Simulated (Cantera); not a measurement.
Input: 1 mol HCl, a varied amount of H2O, held at 3025 K and 12.0 mbar.

Cantera equilibrium calculation (NASA polynomials, part measured and part estimated; ideal gas, pure solids and liquids). Candidate condensed phases: H2O; 14 gas species. Kinetics and transport are ignored.

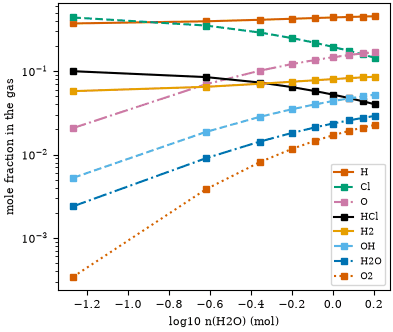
Figure: Equilibrium gas composition (values under 1e-9 drawn at 1e-9)

### Question
Read off the mole fractions at 0.44 mol H2O.

### Answer
H about 0.41, Cl about 0.29, O about 0.10, HCl about 0.073, H2 about 0.071, OH about 0.028, H2O about 0.014, O2 about 0.0081.
